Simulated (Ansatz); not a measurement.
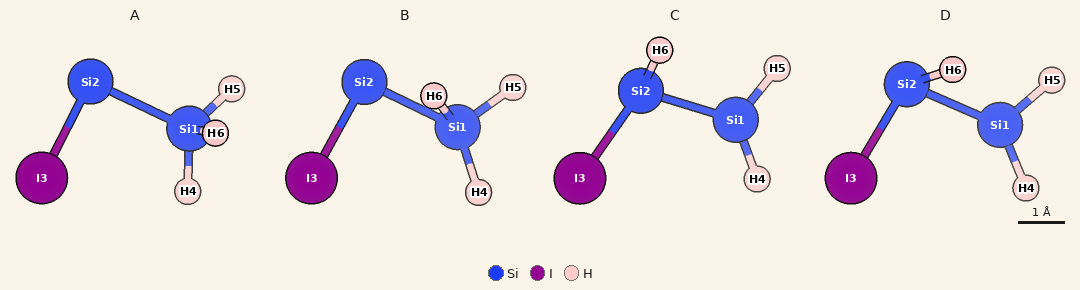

4 geometries from a converged minimum-energy path of Si₂H₃I, shuffled. A ball-and-stick model, seen at a tilt.

Theory: RKS revPBE-D4/def2-SVP in Ansatz. Set-up: 9 movable images; climbing image; force threshold 0.05 eV/Å; iteration limit 60; starting path through a guess of the saddle point.

**One of them is the converged climbing image. Which?**

D. In order along the path, whose images run from 0 to 10: C (image 2, +0.23 eV), D (image 4, +0.51 eV), B (image 6, +0.13 eV), A (image 9, −0.11 eV). A hydrogen atom shifts from one atom to another. Breaking: Si2–H6 (1.51 → 1.58 at the top → 3.27 Å). Forming: Si1–H6 (3.24 → 2.25 at the top → 1.51 Å).
